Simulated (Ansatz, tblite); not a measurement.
# (H2Ga-mu-H)2 (Ga₂H₆): removing an electron

Aim: the energy of removing an electron for (H2Ga-mu-H)2 (Ga₂H₆), by energy differences, and how well orbital energies stand in for it.

Program: Ansatz 0.2.0, Gaussian basis. Level of theory: as each input shows. These are calculated values, not measurements.

Plan: charge +1 doublet, at the geometry of the singlet (PBE0-D4/def2-TZVP, PBE-D4/def2-TZVP, r2SCAN-D4/def2-TZVP); the starting singlet's energies come from earlier runs.

## 1. The geometry

The geometry is that of the singlet, from an earlier relaxation (PBE0-D4/def2-TZVP).

8 atoms, charge 0, spin multiplicity 1.

Atoms are counted from 1 here; the program's logs count them from 0.

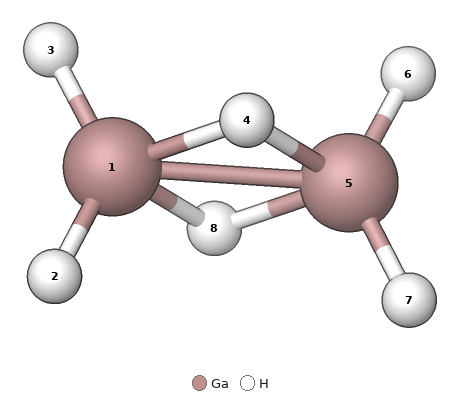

The geometry (gallium pink, hydrogen white); atoms are numbered from 1 in the order of the file.

Geometry (Å):

```mol
Ga2H6
  3D, bonds by distance, orders not assigned

  8  9  0  0  0  0  0  0  0  0999 V2000
    0.7202   -0.9387    0.5217 Ga  0  0
    1.7695   -1.5578   -0.4437 H   0  0
    0.3981   -1.2703    2.0058 H   0  0
    0.7930    0.8051    0.3569 H   0  0
   -0.7205    0.9387   -0.5213 Ga  0  0
   -1.7748    1.5681    0.4318 H   0  0
   -0.3864    1.2586   -2.0054 H   0  0
   -0.7993   -0.8037   -0.3458 H   0  0
  1  2  8  0
  1  3  8  0
  1  4  8  0
  1  5  8  0
  1  8  8  0
  4  5  8  0
  5  6  8  0
  5  7  8  0
  5  8  8  0
M  END
```

## 2. Charge +1 doublet at the fixed geometry, first pass, PBE0-D4/def2-SVP

in.yaml

```yaml
crystal:
  periodic: [false, false, false]
  atoms:
    - {symbol: Ga, position_ang: [0.720242, -0.938657, 0.521735]}
    - {symbol: H, position_ang: [1.769481, -1.557844, -0.443682]}
    - {symbol: H, position_ang: [0.398136, -1.270284, 2.005777]}
    - {symbol: H, position_ang: [0.793040, 0.805103, 0.356889]}
    - {symbol: Ga, position_ang: [-0.720484, 0.938706, -0.521313]}
    - {symbol: H, position_ang: [-1.774797, 1.568127, 0.431763]}
    - {symbol: H, position_ang: [-0.386372, 1.258598, -2.005355]}
    - {symbol: H, position_ang: [-0.799266, -0.803739, -0.345813]}
basis:
  gaussian: {orbitals: def2-SVP}
total_charge: 1
magnetization: {spin_polarized: true, initial_magnetization: 1}
hamiltonian: {xc: pbe0, dispersion: d4}
output: {orbitals: {seedname: orbitals}}
```

The run is started by

```console
$ ansatz run in.yaml --threads 4 --pin off --events-out ev --progress --plain --max-ram 3916MiB
```

Output:

```text
Functional definition: PBE0
  name "PBE0"
  cite "Adamo & Barone, J. Chem. Phys. 110, 6158 (1999) doi:10.1063/1.478522"
  cite "Perdew, Burke & Ernzerhof, Phys. Rev. Lett. 77, 3865 (1996) doi:10.1103/PhysRevLett.77.3865"
  parent pbe
  parameter a = 0.25
  parameter kappa = 0.804
  parameter beta = 0.06672455060314922
  exchange = (1 - a)*pbe_x(kappa = kappa, mu = beta*pi^2/3) + a*exact_x
  correlation = pbe_c(beta = beta)
956 factors; integrals over basis functions are off by at most 1.2e-3 eV
mean field evaluation 1: about -104814.0707 eV, gradient 1.6e1 eV
mean field evaluation 2: about -104814.4366 eV, gradient 1.5e1 eV
mean field evaluation 4: about -104814.8984 eV, gradient 4.1e-1 eV
mean field evaluation 8: about -104814.9217 eV, gradient 2.7e-1 eV
mean field evaluation 16: about -104814.9225 eV, gradient 3.2e-4 eV
mean field evaluation 32: about -104814.9095 eV, gradient 8.7e-1 eV
mean field -104814.92249490 eV, -3851.8773555813 hartree, gradient 5.9e-6 eV, S^2 0.764564; 4 other end points of the search recorded, 0 dependent functions left out
reference -104814.92252819 eV, -3851.8773568049 hartree; 34, 33 occupied and 60, 61 virtual orbitals, 956 factors
Total energy: -104815.02246417 eV, -3851.8810293842 hartree
```

Wall time 2.4 s (4 threads of Arm Neoverse V2, shared host).

From the report: HOMO -14.27 eV, LUMO -12.73 eV (over both spins); ⟨S²⟩ 0.765 (pure: 0.75).

## 3. Charge +1 doublet at the fixed geometry, PBE0-D4/def2-TZVP

start.molden holds the orbitals of an earlier run on this state, given as this run's starting guess.

Changes to in.yaml since step 2:

```diff
@@ -12,3 +12,3 @@
 basis:
-  gaussian: {orbitals: def2-SVP}
+  gaussian: {orbitals: def2-TZVP, initial_orbitals: start.molden}
 total_charge: 1
@@ -16,2 +16,3 @@
 hamiltonian: {xc: pbe0, dispersion: d4}
+scf: {omitted_lower_state_checks: [starts]}
 output: {orbitals: {seedname: orbitals}}
```

Same command.

Output:

```text
Functional definition: PBE0
  name "PBE0"
  cite "Adamo & Barone, J. Chem. Phys. 110, 6158 (1999) doi:10.1063/1.478522"
  cite "Perdew, Burke & Ernzerhof, Phys. Rev. Lett. 77, 3865 (1996) doi:10.1103/PhysRevLett.77.3865"
  parent pbe
  parameter a = 0.25
  parameter kappa = 0.804
  parameter beta = 0.06672455060314922
  exchange = (1 - a)*pbe_x(kappa = kappa, mu = beta*pi^2/3) + a*exact_x
  correlation = pbe_c(beta = beta)
these checks for a lower state are left out or cut short: starts
1090 factors; their error is unknown
mean field evaluation 1: about -104827.2595 eV, gradient 9.6e1 eV
mean field evaluation 2: about -104828.0614 eV, gradient 1.5e0 eV
mean field evaluation 4: about -104828.4462 eV, gradient 1.1e-1 eV
mean field evaluation 8: about -104828.4462 eV, gradient 2.8e-5 eV
mean field -104828.44617793 eV, -3852.3743417659 hartree, gradient 2.8e-5 eV, S^2 0.764927; 0 other end points of the search recorded, 0 dependent functions left out
reference -104828.44621253 eV, -3852.3743430377 hartree; 34, 33 occupied and 98, 99 virtual orbitals, 1090 factors
Total energy: -104828.54614851 eV, -3852.3780156170 hartree
Checks for a lower state left out: starts
```

It took 2 s on 4 threads of Arm Neoverse V2, shared host.

From the report: HOMO -14.25 eV, LUMO -12.71 eV (over both spins); ⟨S²⟩ 0.765 (pure: 0.75).

## 4. Charge +1 doublet at the fixed geometry, PBE-D4/def2-TZVP

Changes to in.yaml since step 3:

```diff
@@ -15,3 +15,3 @@
 magnetization: {spin_polarized: true, initial_magnetization: 1}
-hamiltonian: {xc: pbe0, dispersion: d4}
+hamiltonian: {xc: pbe, dispersion: d4}
 scf: {omitted_lower_state_checks: [starts]}
```

The command is unchanged.

Output:

```text
Functional definition: PBE
  name "PBE"
  cite "Perdew, Burke & Ernzerhof, Phys. Rev. Lett. 77, 3865 (1996) doi:10.1103/PhysRevLett.77.3865"
  parent pbe
  parameter kappa = 0.804
  parameter beta = 0.06672455060314922
  exchange = pbe_x(kappa = kappa, mu = beta*pi^2/3)
  correlation = pbe_c(beta = beta)
these checks for a lower state are left out or cut short: starts
1000 factors; their error is unknown
mean field evaluation 1: about -104826.3823 eV, gradient 7.8e0 eV
mean field evaluation 2: about -104826.5043 eV, gradient 1.5e-1 eV
mean field evaluation 4: about -104826.4816 eV, gradient 5.0e-4 eV
mean field -104826.48163718 eV, -3852.3021462251 hartree, gradient 2.3e-5 eV, S^2 0.756063; 0 other end points of the search recorded, 0 dependent functions left out
reference -104826.48168347 eV, -3852.3021479261 hartree; 34, 33 occupied and 98, 99 virtual orbitals, 1000 factors
Total energy: -104826.60010883 eV, -3852.3064999781 hartree
Checks for a lower state left out: starts
```

It took 1.4 s on 4 threads of Arm Neoverse V2, shared host.

HOMO -13.51 eV, LUMO -13.07 eV (over both spins); ⟨S²⟩ 0.756 (pure: 0.75).

## 5. Charge +1 doublet at the fixed geometry, r2SCAN-D4/def2-TZVP

Changes to in.yaml since step 4:

```diff
@@ -15,3 +15,3 @@
 magnetization: {spin_polarized: true, initial_magnetization: 1}
-hamiltonian: {xc: pbe, dispersion: d4}
+hamiltonian: {xc: r2scan, dispersion: d4}
 scf: {omitted_lower_state_checks: [starts]}
```

Same command.

Output:

```text
Functional definition: r2SCAN
  name "r2SCAN"
  cite "Furness, Kaplan, Ning, Perdew & Sun, J. Phys. Chem. Lett. 11, 8208 (2020) doi:10.1021/acs.jpclett.0c02405"
  cite "Furness, Kaplan, Ning, Perdew & Sun, J. Phys. Chem. Lett. 11, 9248 (2020) doi:10.1021/acs.jpclett.0c03077"
  parent r2scan
  parameter k0 = 0.174
  parameter k1 = 0.065
  parameter a1 = 4.9479
  exchange = r2scan_x(k0 = k0, k1 = k1, a1 = a1)
  correlation = r2scan_c
these checks for a lower state are left out or cut short: starts
1000 factors; their error is unknown
mean field evaluation 1: about -104842.0572 eV, gradient 5.3e0 eV
mean field evaluation 2: about -104842.0999 eV, gradient 7.0e-2 eV
mean field evaluation 4: about -104842.0707 eV, gradient 5.5e-5 eV
mean field -104842.07065448 eV, -3852.8750320444 hartree, gradient 1.5e-5 eV, S^2 0.763302; 0 other end points of the search recorded, 0 dependent functions left out
reference -104842.07067140 eV, -3852.8750326661 hartree; 34, 33 occupied and 98, 99 virtual orbitals, 1000 factors
Total energy: -104842.09612254 eV, -3852.8759679782 hartree
Checks for a lower state left out: starts
```

Run time: 3.4 s. Hardware: 4 threads of Arm Neoverse V2, shared host.

From the report: HOMO -13.73 eV, LUMO -13.17 eV (over both spins); ⟨S²⟩ 0.763 (pure: 0.75).

## 6. Vertical ionisation energy

Charged state less starting state, singlet to doublet; the starting state's energies are those of its earlier runs.

```
              level  vertical ionisation energy (eV)   time
   PBE-D4/def2-TZVP                           +10.28  2.4 s
r2SCAN-D4/def2-TZVP                           +10.49    5 s
  PBE0-D4/def2-TZVP                           +10.73    3 s
```

Times add the two runs; a level without a time comes out of a correlated run.

Beside −ε(HOMO) of the starting state:

```
              level  −ε(HOMO) (eV)  by difference (eV)  mismatch (eV)
   PBE-D4/def2-TZVP           7.44               10.28          -2.84
r2SCAN-D4/def2-TZVP           7.78               10.49          -2.71
  PBE0-D4/def2-TZVP           8.69               10.73          -2.04
```

## 7. Results

| quantity | value |
| --- | --- |
| vertical ionisation energy, functionals in def2-TZVP | 10.28 (PBE-D4) to 10.73 eV (PBE0-D4) |

What this shows: The vertical ionisation energy spans 10.28 to 10.73 eV over the functionals. −ε(HOMO) misses the level's own difference by -2.04 eV at best (PBE0-D4) and -2.84 eV at worst (PBE-D4).
